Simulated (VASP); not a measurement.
Band structure of PtAl₂ (fluorite). These are LDA (Ceperley-Alder, Perdew-Zunger), VASP's LDA PAW potentials (set 64) (plane waves; VASP) values and carry that method's errors.

Unless said otherwise, spin-orbit coupling is left out, though it shifts the bands of the heavy elements here.

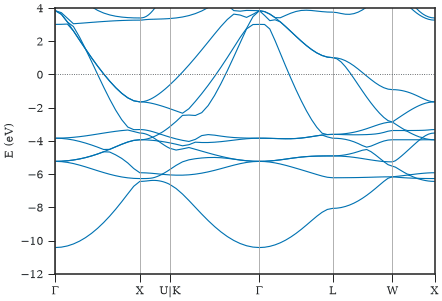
Figure. Bands along high-symmetry lines, zero at the valence-band maximum or, without a gap, the Fermi level

Question: Read the plot: is there a gap, and where are the band edges?

Answer: It has no gap at this level: it comes out as a metal or semimetal. (Edges off the drawn lines would not show.)

The compound is PtAl2 in the fluorite structure. It was relaxed first.
